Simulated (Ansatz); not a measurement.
# Phonons of TiC (Fm-3m) against volume

Wanted: Grüneisen parameters and pressure coefficients of the modes of TiC (Fm-3m).

Calculated with Ansatz 0.2.0; DFT LDA, scalar-relativistic, plane waves, PAW; PAW set soft_1.

The database entry behind the starting cell differs from later determinations by our own check (0.1 to 0.3 % short, probably kX units), so it need not match the best structure at ambient conditions.

### Step 1. The structure

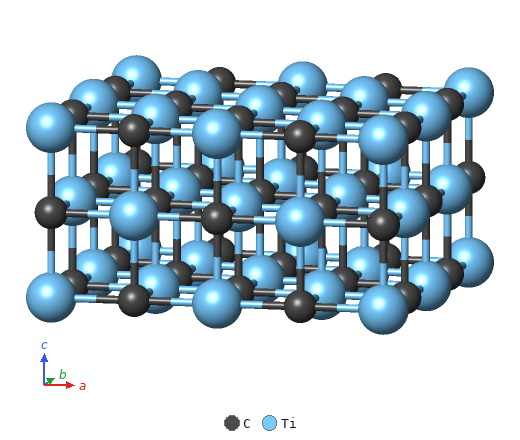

Start, viewed slightly off an axis; carbon dark grey, titanium blue. 2×2×1 cells are drawn. This picture shows the conventional cell, with its axes. Some periodic images of atoms are drawn too.

### Step 2. A rough relaxation first

The start is far from rest, so a relaxation with loose tolerances brings it close first.

Contents of input.yaml:

```yaml
crystal:
  lattice:
    - [0.0, 2.1593, 2.1593]
    - [2.1593, 0.0, 2.1593]
    - [2.1593, 2.1593, 0.0]
  atoms:
    - { symbol: C, position: [0.5, 0.5, 0.5] }
    - { symbol: Ti, position: [0.0, 0.0, 0.0] }
kpoints:
  mp_grid: { grid: [8, 8, 8] }
hamiltonian:
  xc: lda
  pseudopotentials: { kind: paw, azcp: { folder: soft_1 }, xc_functional: pbe }
scf:
  occupations: { method: gaussian, width: 0.1 }
output:
  forces: true
  stress: true
  eigenvalues: true
relax:
  adjacent_minimum: "off"
  f_tol: 0.05
  max_steps: 80
  cell: { stress_tol: 0.5 }
```

Command:

```
> ansatz run input.yaml --threads 4 --pin off --max-ram 10240MiB --backend cpu --events-out ev --progress --plain --runs-dir out
```

Numbers of over 12 decimals in the logs are rounded to 6 here.

The program printed:

```text
The last accepted step is kept in <dir> (removed where the run ends without a failure and the disk answers)
Engine: ansatz 0.2.0, x86_64-unknown-linux-gnu
Pseudopotentials: kind: paw
Pseudopotential: C, paw, valence charge 4, recommended cutoff 420 eV (normal), soft_1/C.paw.azcp
Pseudopotential: Ti, paw, valence charge 12, recommended cutoff 420 eV (normal), soft_1/Ti.paw.azcp
Functional definition: SPW92
[...]
--- Relaxed structure (3 steps of the walk, 3 accepted, 1 SCFs on fresh bases) ---
  F+E_penalty+E_count = -2695.18508529 eV   max|allowed force component| = 8.940e-30 eV/Å   (the final SCF, on the basis selected at the relaxed cell)
  cell:  # Å, volume = 19.3384 Å³
    - [0, 2.130413, 2.130413]
    - [2.130413, 0, 2.130413]
    - [2.130413, 2.130413, 0]
  atoms:
    - { symbol: C, position: [0.500000, 0.500000, 0.500000] }
    - { symbol: Ti, position: [0, 0, 0] }
[key lines of the parts left out:]
SCF converged after 6 iterations
Free energy (F): -2695.185085 eV
Fermi energy:    15.120758 eV
P = ⅓ Tr σ = -0.0001 GPa (-0.001 kbar)
```

Elapsed: 1.1 s, on 4 threads of AMD EPYC 7B13 (Zen 3), shared host; peak memory 0.34 GiB; 2.8 s of CPU time.

The steps of the relaxation:

```csv
step,energy less that of the first step (eV),largest force component (eV/Å),pressure (GPa),volume (Å³)
1,0.0000,0.0000,-10.51,20.14
2,-0.0276,0.0000,-1.19,19.43
3,-0.0281,0.0000,0.07,19.34
4*,-0.0271,0.0000,0.00,19.34
```

Relaxation steps marked * repeat the geometry before them on a plane-wave basis chosen anew for their cell, so energy and pressure can jump there.

Forces are held to the 48 operations that the run works with; a distortion that breaks them can't arise in this run.

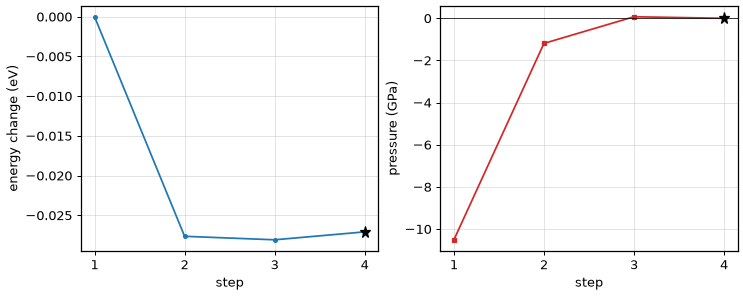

Energy and pressure along the relaxation. Stars mark steps on a basis chosen anew.

| conventional cell, symmetrised | before | after | change |
| --- | --- | --- | --- |
| a (Å) | 4.319 | 4.261 | -1.3 % |
| b (Å) | 4.319 | 4.261 | -1.3 % |
| c (Å) | 4.319 | 4.261 | -1.3 % |
| volume (Å³/atom) | 10.07 | 9.67 | -4.0 % |

Final coordinates:

```cif
data_structure
_symmetry_space_group_name_H-M 'P 1'
_symmetry_Int_Tables_number 1
_cell_length_a 3.0129
_cell_length_b 3.0129
_cell_length_c 3.0129
_cell_angle_alpha 60.000
_cell_angle_beta 60.000
_cell_angle_gamma 60.000
_cell_volume 19.34
loop_
_atom_site_label
_atom_site_type_symbol
_atom_site_fract_x
_atom_site_fract_y
_atom_site_fract_z
_atom_site_occupancy
C1 C 0.50000 0.50000 0.50000 1
Ti2 Ti 0.00000 0.00000 0.00000 1
```

This step gave:

```
pressure          : -7.42e-5 GPa
volume per atom   : 9.669 Å³
gap on the k-mesh : 0 eV
```

In this step the volume went from 10.07 to 9.67 Å³/atom.

### Step 3. Bringing the structure to rest

Harmonic phonons are second derivatives at a point where the forces vanish, and they are wanted at zero stress, so atoms and cell are relaxed first.

input.yaml, the sections that differ from step 2:

```yaml
crystal:
  lattice:
    - [0.0, 2.1304133787, 2.1304133787]
    - [2.1304133787, 0.0, 2.1304133787]
    - [2.1304133787, 2.1304133787, 0.0]
  atoms:
    - { symbol: C, position: [0.5, 0.5, 0.5] }
    - { symbol: Ti, position: [0.0, 0.0, 0.0] }
kpoints:
  mp_grid: { grid: [16, 16, 16] }
output:
  forces: true
  stress: true
  eigenvalues: true
  write_density: true
  write_potential: true
  elf: true
  volumetric_format: npy
relax:
  adjacent_minimum: "off"
  f_tol: 0.005
  max_steps: 80
  cell: { stress_tol: 0.05 }
# hamiltonian, scf: as in step 2
```

The program printed:

```text
[...]
Crystal: 2 atoms, lattice volume = 19.338 Å³
Basis set: ecut = 420 eV, 339 PW (Γ)
Bands: 12, of which v1, the nominal top of the filled ones, is band 8 counted from 1 (7 counted from 0)
Symmetry: 48 space group operations
[...]
k-points: 145 of 4096
[...]
SCF iter   1: F=—  HF=-2696.233929 eV  |F-HF|=—  |Δ(HF+E_count)|=         —  Δρ=1.44e-1  dr2=5.13e0  ethr=3.10e-3  ⟨swp⟩=4.4  Hψ=8633  notcnv=0
[...]
SCF iter   7: F=-2695.187017 eV  HF=-2695.187017 eV  |F-HF|=6.77e-10  |Δ(HF+E_count)|=  4.80e-10  Δρ=2.30e-6  dr2=8.55e-10  ethr=4.76e-10  ⟨swp⟩=5.2  Hψ=8272  notcnv=0
SCF 1 converged in 7 iterations: F = -2695.187017 eV  dr2 = 8.55e-10
[...]
relax step   1: F+E_penalty+E_count = -2695.18701674 eV  Δ(F+E_penalty+E_count) = +0.000e0 eV  max|allowed force component| = 2.590e-29 eV/Å  Δτ_max = 0.0000 Å  P = -0.010 GPa  Ω = 19.338 Å³  (7 SCF iters, dr2 threshold 1.00e-7 eV, accepted)
[...]
SCF iter   7: F=-2695.187017 eV  HF=-2695.187017 eV  |F-HF|=4.55e-13  |Δ(HF+E_count)|=    0.00e0  Δρ=2.28e-10  dr2=1.15e-17  ethr=1.00e-12  ⟨swp⟩=1.7  Hψ=4213  notcnv=0
SCF 2 converged in 7 iterations: F = -2695.187017 eV  dr2 = 1.15e-17
relax step   2: F+E_penalty+E_count = -2695.18701674 eV  Δ(F+E_penalty+E_count) = -4.593e-10 eV  max|allowed force component| = 2.314e-29 eV/Å  Δτ_max = 0.0000 Å  P = -0.010 GPa  Ω = 19.338 Å³  stress off target by 9.55e-3 GPa  SCF on the basis re-selected at this cell (its energy is not comparable with the rows above)  (7 SCF iters)
basis re-selected at this cell: Δ(F+E_penalty+E_count) = -4.593e-10 eV, ΔP = -0.000 GPa vs the last step (what re-selecting the basis moved, of the pressure what is left beyond the Pulay correction that the steps carried, after the strain that the cell walked since its last selection, with what the two solves' SCF thresholds leave and, on support functions, any second-order correction that the steps lacked; it is no  [...]
SCF converged after 7 iterations
Free energy (F): -2695.187017 eV
[...]
Internal energy: -2695.185172 eV  (E = F + TS)
E sigma→0 (E₀):  -2695.186094 eV
Entropy (-TS):   -0.001845 eV (-0.923 meV/atom)
Fermi energy:    15.154882 eV
[...]
--- Stress (GPa, compression-positive) ---
       -0.009550       0.000000       0.000000
        0.000000      -0.009550      -0.000000
       -0.000000       0.000000      -0.009550
  P = ⅓ Tr σ = -0.0096 GPa (-0.096 kbar)
--- Band table (eV; the first three rows and the last of 145) ---
  k-point 0: bands = [... 4 lower, 2.7258, 15.8221, 15.8221, 15.8221, 16.9265, 16.9265, 16.9265, 16.9994]
  k-point 1: bands = [... 4 lower, 2.8208, 15.3749, 15.6344, 15.6344, 16.2257, 16.2257, 17.1742, 18.0257]
  k-point 2: bands = [... 4 lower, 3.0992, 14.4844, 14.8536, 14.8536, 16.2862, 16.2862, 17.5306, 19.1490]
  k-point 144: bands = [... 4 lower, 5.7131, 11.9561, 11.9561, 12.3580, 18.1006, 18.1006, 18.9039, 20.7488]
--- Relaxed structure (1 steps of the walk, 1 accepted, 1 SCFs on fresh bases) ---
[...]
cell:  # Å, volume = 19.3384 Å³
    - [0.0, 2.1304133787, 2.1304133787]
    - [2.1304133787, 0.0, 2.1304133787]
    - [2.1304133787, 2.1304133787, 0.0]
  atoms:
    - { symbol: C, position: [0.500000, 0.500000, 0.500000] }
    - { symbol: Ti, position: [0.0, 0.0, 0.0] }
```

The job ended after 1.6 s (4 threads; peak memory 0.4 GiB).

Little changed from the start: no atom moved by 0.005 Å and no cell edge by 0.1 %.

This step gave:

* pressure: -0.009550 GPa

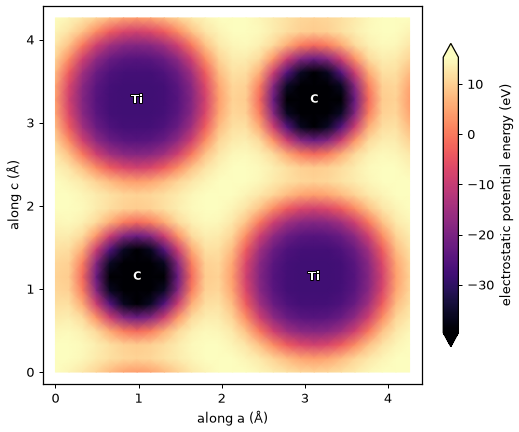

Electrostatic potential energy in the ac plane of the conventional cell at fractional y = 0.000, with atoms of C and Ti within 0.2 Å of it. With pseudopotentials it is smooth inside the atoms' cores, unlike the true potential. The map starts off the cell's origin, so that atoms lie inside it.

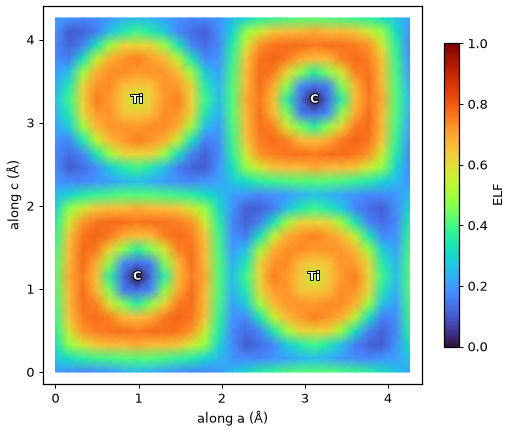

ELF in the ac plane of the conventional cell at fractional y = 0.000, with atoms of C and Ti within 0.2 Å of it. It is the smooth field of the valence electrons, not physical close to the nuclei. The map starts off the cell's origin, so that atoms lie inside it.

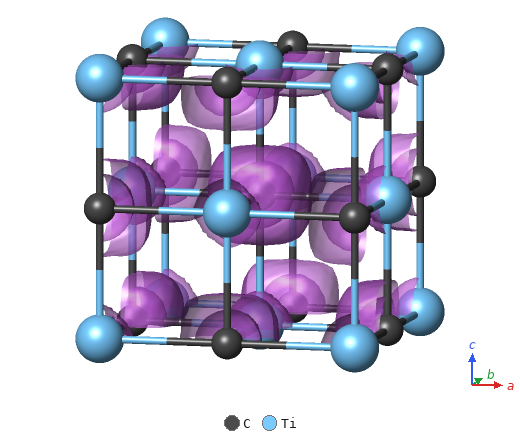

Surface of ELF = 0.71.

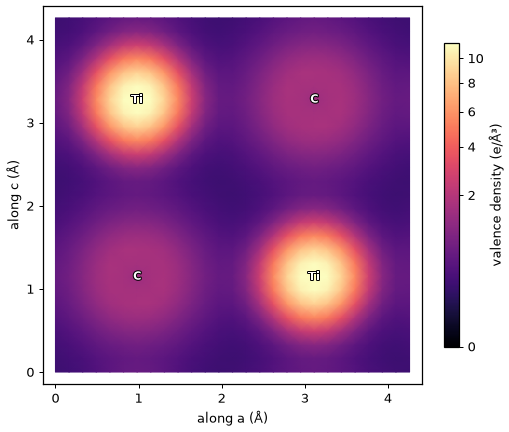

Valence density in the ac plane of the conventional cell at fractional y = 0.000, with atoms of C and Ti within 0.2 Å of it. It is the smooth field of the valence electrons, not physical close to the nuclei. The map starts off the cell's origin, so that atoms lie inside it. The colour scale is stretched toward low values.

In this step the volume went from 9.67 to 9.67 Å³/atom.

### Step 4. Tight relaxation

Phonons need small forces and stress, so the relaxation is finished with tight tolerances on 16×16×16 k points.

input.yaml, the sections that differ from step 3:

```yaml
scf:
  occupations: { method: methfessel_paxton, width: 0.2 }
output:
  forces: true
  stress: true
  eigenvalues: true
relax:
  adjacent_minimum: "off"
  f_tol: 0.001
  max_steps: 60
  cell: { stress_tol: 0.01 }
# crystal, kpoints, hamiltonian: as in step 3
```

The program printed:

```text
[...]
Crystal: 2 atoms, lattice volume = 19.338 Å³
Basis set: ecut = 420 eV, 339 PW (Γ)
Bands: 12, of which v1, the nominal top of the filled ones, is band 8 counted from 1 (7 counted from 0)
Symmetry: 48 space group operations
[...]
k-points: 145 of 4096
[...]
k-point 144: bands = [... 4 lower, 5.7134, 11.9562, 11.9562, 12.3582, 18.1003, 18.1003, 18.9034, 20.7485]
--- Relaxed structure (1 steps of the walk, 1 accepted, 1 SCFs on fresh bases) ---
[...]
cell:  # Å, volume = 19.3384 Å³
    - [0.0, 2.1304133787, 2.1304133787]
    - [2.1304133787, 0.0, 2.1304133787]
    - [2.1304133787, 2.1304133787, 0.0]
  atoms:
    - { symbol: C, position: [0.500000, 0.500000, 0.500000] }
    - { symbol: Ti, position: [0.0, 0.0, 0.0] }
[key lines of the parts left out:]
SCF converged after 4 iterations
Free energy (F): -2695.186354 eV
Fermi energy:    15.157859 eV
P = ⅓ Tr σ = -0.0083 GPa (-0.083 kbar)
```

The job ended after 1.4 s (4 threads; peak memory 0.41 GiB).

Little changed from the start: no atom moved by 0.005 Å and no cell edge by 0.1 %.

Numbers from this step:

| Property | Result |
| --- | --- |
| pressure | -0.008301 GPa |

The forces vanish by symmetry and the pressure is -0.008 GPa, within the tolerances set. The cell now holds 9.67 Å³/atom.

### Step 5. Modes at rest

The force constants come from the linear response of the density to a displacement.

The modes at rest are the reference of the series.

Edit input.yaml of step 4 so:

```diff
@@ -16,9 +16,4 @@
 output:
-  forces: true
-  stress: true
   eigenvalues: true
-relax:
-  adjacent_minimum: "off"
-  f_tol: 0.001
-  max_steps: 60
-  cell: { stress_tol: 0.01 }
+phonons:
+  method: dfpt
```

The program printed:

```text
[...]
Crystal: 2 atoms, lattice volume = 19.338 Å³
Basis set: ecut = 420 eV, 339 PW (Γ), exchange–correlation on 48×48×48 points (8 copies of the dense FFT grid, shifted against one another)
Bands: 12, of which v1, the nominal top of the filled ones, is band 8 counted from 1 (7 counted from 0)
Symmetry: 48 space group operations
k-points: 349 of 4096 (irreducible under 8 space group operations, time reversal used)
[...]
SCF iter   1: F=—  HF=-2696.233538 eV  |F-HF|=—  |Δ(HF+E_count)|=         —  Δρ=1.44e-1  dr2=5.13e0  ethr=3.10e-3  ⟨swp⟩=4.3  Hψ=20289  notcnv=0
[...]
SCF iter   8: F=-2695.186354 eV  HF=-2695.186354 eV  |F-HF|=1.36e-12  |Δ(HF+E_count)|=  1.48e-10  S|Δr|=    0.00e0  Δρ=1.31e-7  dr2=1.96e-12  ethr=1.00e-12  ⟨swp⟩=3.8  Hψ=19248  notcnv=0
SCF 1 converged in 8 iterations: F = -2695.186354 eV  dr2 = 1.96e-12
[...]
DFPT response loops at Γ: preconditioner auto → Kerker (q_TF=auto, 2.643 Å⁻¹) (partly filled bands, converged f_vac=0.000); β = 1.00, the filter's whole step (`scf.mixing.beta` (0.50) is not read by the response loops under this deck's `scf.mixing.preconditioner`; to damp them name `kerker` or `kerker_dos`, under which they read `scf.mixing.beta`, and type it under 1.00, their step now; both keys bind the ground state too); Broyden in place of MSR1
SCF converged after 8 iterations
[...]
Free energy (F): -2695.186354 eV
[...]
Internal energy: -2695.186048 eV  (E = F + TS)
E sigma→0 (E₀):  -2695.186278 eV
Entropy (-TS):   -0.000306 eV (-0.153 meV/atom)
Fermi energy:    15.157858 eV
[...]
--- Band table (eV; the first three rows and the last of 349) ---
  k-point 0: bands = [... 4 lower, 2.7261, 15.8217, 15.8217, 15.8217, 16.9270, 16.9270, 16.9270, 16.9990]
  k-point 1: bands = [... 4 lower, 2.8210, 15.3747, 15.6342, 15.6342, 16.2255, 16.2255, 17.1744, 18.0257]
  k-point 2: bands = [... 4 lower, 3.0995, 14.4844, 14.8537, 14.8537, 16.2859, 16.2859, 17.5307, 19.1490]
  k-point 348: bands = [... 4 lower, 5.7134, 11.9562, 11.9562, 12.3582, 18.1003, 18.1003, 18.9034, 20.7485]
--- Phonons (Γ-DFPT): 2 representative perturbations + reference, on 349 of 4096 k-points (Σ response iterations 6) ---
  k mesh reduced under 8 symmetry operations, with k and −k counted as one. Each operation leaves every solved perturbation unchanged. A smaller set is not used because it would not reduce the number of displacements times k-points to solve
  ASR residual: 6.112e-5 → 0.000e0 eV/Å²; symmetrization residual: 2.874e-7 eV/Å²
  ASR residual per site (eV/Å²): 4.45e-5 6.11e-5
  Γ frequencies (cm⁻¹): 0.00 0.00 0.00 554.88 554.88 554.88
  non-analytic LO–TO correction: not included (Born effective charges unavailable; polar crystals: no LO–TO splitting at Γ)
```

Wall time 5.9 s (4 threads); peak memory 0.61 GiB.

In the SCF lines HF is the Harris–Foulkes energy and dr2 the Hartree energy of the density residual, in eV; the loop may stop once dr2 is under the threshold and the program's other checks hold. Hψ counts applications of the Hamiltonian.

Numbers from this step:

* sum-rule residual before enforcement: 6.11e-5 eV/Å²
* point group: m-3m
* highest optical mode at the zone centre (no LO-TO term): 554.9 cm⁻¹
* lowest optical zone-centre mode: 554.9 cm⁻¹

Patterns of degenerate modes are one choice out of their space. Modes at Γ, with each element's share of the kinetic energy:

```
mode  frequency (cm⁻¹)  symmetry  C %  Ti %
   1               0.0  acoustic   20    80
   2               0.0  acoustic   20    80
   3               0.0  acoustic   20    80
   4             554.9       T1u   80    20
   5             554.9       T1u   80    20
   6             554.9       T1u   80    20
```

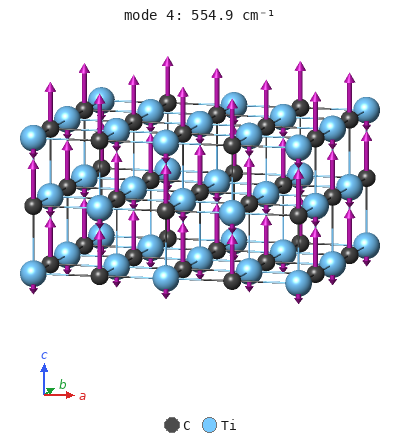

Displacement patterns of mode 4 at Γ; arrows are exaggerated. 2×2×1 conventional cells are drawn. Some periodic images of atoms are drawn too.

Before it was imposed, the acoustic sum rule was missed by 6.1e-5 eV/Å². Small misses are needed for a sound result but don't prove that mesh and cutoff are converged. The lowest optical mode is real, 555 cm⁻¹.

### Step 6. Ground state of a member: 1.06 times the volume at rest

The cell is set to 1.06 times the volume at rest; symmetry leaves nothing else free, so this is a single point.

input.yaml, the sections that differ from step 5:

```yaml
crystal:
  lattice:
    - [0.0, 2.172196798, 2.172196798]
    - [2.172196798, 0.0, 2.172196798]
    - [2.172196798, 2.172196798, 0.0]
  atoms:
    - { symbol: C, position: [0.5, 0.5, 0.5] }
    - { symbol: Ti, position: [0.0, 0.0, 0.0] }
output:
  forces: true
  stress: true
  eigenvalues: true
# kpoints, hamiltonian, scf: as in step 5
# phonons: removed
```

The program printed:

```text
[...]
Crystal: 2 atoms, lattice volume = 20.499 Å³
Basis set: ecut = 420 eV, 411 PW (Γ)
Bands: 12, of which v1, the nominal top of the filled ones, is band 8 counted from 1 (7 counted from 0)
Symmetry: 48 space group operations
[...]
k-points: 145 of 4096
[...]
SCF iter   1: F=—  HF=-2696.130849 eV  |F-HF|=—  |Δ(HF+E_count)|=         —  Δρ=1.38e-1  dr2=5.10e0  ethr=3.10e-3  ⟨swp⟩=4.2  Hψ=8254  notcnv=0
[...]
SCF iter   7: F=-2695.130688 eV  HF=-2695.130688 eV  |F-HF|=9.74e-10  |Δ(HF+E_count)|=   1.13e-7  S|Δr|=    0.00e0  Δρ=2.30e-6  dr2=9.15e-10  ethr=6.25e-10  ⟨swp⟩=5.0  Hψ=7461  notcnv=0
SCF 1 converged in 7 iterations: F = -2695.130688 eV  dr2 = 9.15e-10
[...]
SCF converged after 7 iterations
[...]
Free energy (F): -2695.130688 eV
[...]
Internal energy: -2695.130304 eV  (E = F + TS)
E sigma→0 (E₀):  -2695.130592 eV
Entropy (-TS):   -0.000384 eV (-0.192 meV/atom)
Fermi energy:    14.147235 eV
[...]
--- Stress (GPa, compression-positive) ---
      -14.633335       0.000000       0.000000
        0.000000     -14.633335       0.000000
        0.000000       0.000000     -14.633335
  P = ⅓ Tr σ = -14.6333 GPa (-146.333 kbar)
--- Band table (eV; the first three rows and the last of 145) ---
  k-point 0: bands = [... 4 lower, 1.9781, 14.7935, 14.7935, 14.7935, 15.8415, 15.8415, 15.8415, 15.8646]
  k-point 1: bands = [... 4 lower, 2.0664, 14.3728, 14.6148, 14.6148, 15.1629, 15.1629, 16.0634, 16.8491]
  k-point 2: bands = [... 4 lower, 2.3258, 13.5217, 13.8773, 13.8773, 15.2192, 15.2192, 16.3813, 17.9003]
  k-point 144: bands = [... 4 lower, 4.8623, 11.0538, 11.0538, 11.4855, 16.8915, 16.8915, 17.6014, 19.2681]
```

Elapsed: 0.73 s, on 4 threads; peak memory 0.38 GiB.

Numbers from this step:

```
pressure        : -14.63 GPa
volume per atom : 10.25 Å³
```

The forces vanish by symmetry, at a pressure of -14.63 GPa.

[end of part 1 of 2]

[Logs are printed without paths, hosts, clocks, repeated set-up lines and the standing remarks that a program may print on its own settings, such as how far it seeks lower states.]

[Hosts, paths, dates, database ids (printed as entryN), source tags and the programs' standing remarks are cut or masked in the printed files.]
